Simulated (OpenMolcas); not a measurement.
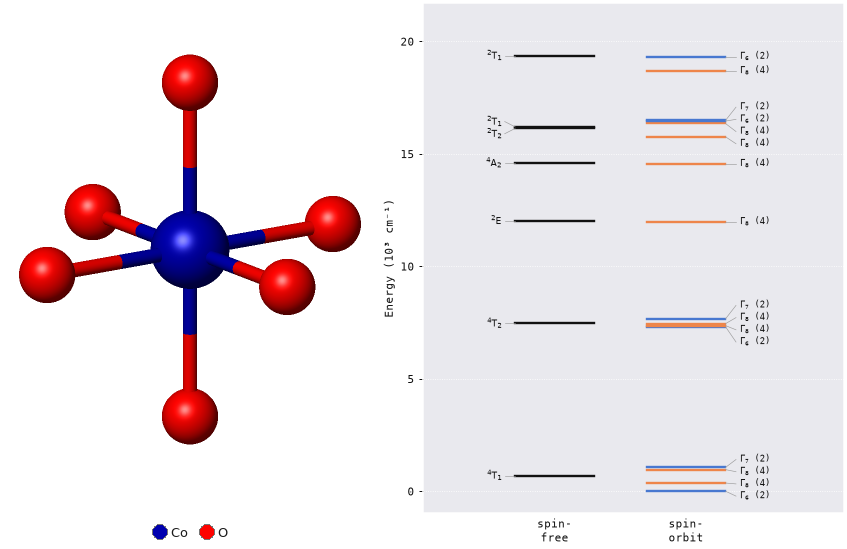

Co²⁺ (3d⁷) as a dopant in CaO, a cluster with its 6 nearest O²⁻ at 2.405 Å (octahedron) embedded in model potentials and point charges; the geometry was set, not optimised, and its levels. Labels give the representation in O, Td, D4 or D3 as the site allows (double group for half-integer spin) where it could be assigned and, in brackets, the degeneracy; spin-free states, where drawn, share the zero of the spin-orbit levels. The calculation used state-averaged SS-CASPT2, IPEA shift 0.25, imaginary shift 0.1 hartree, closed shells 3s 3p correlated, active space 7 electrons in the shell 3d, basis ANO-RCC-VTZP on the metal and ANO-RCC-VDZP on the ligands, DKH2 scalar Hamiltonian, spin-orbit coupling by RASSI with atomic mean-field integrals (OpenMolcas).

> What does the figure show?

The ground level is Γ₆, a Kramers doublet, 100 % from states of spin multiplicity 4. Its principal g values are 4.46, 4.46 and 4.46, isotropic. The next level lies at 363 cm⁻¹ (Γ₈). The lowest spin-free state is ⁴T₁, from the free-ion F term; of the same spin there follow at 6,760 cm⁻¹ (⁴T₂) and 13,900 cm⁻¹ (⁴A₂) above it.

Caveat: small active space favours high spin, ground spin may be wrong; single d shell for a late 3d ion, CASPT2 field may be too large; the geometry is set by hand, with no relaxation and no charge compensation.
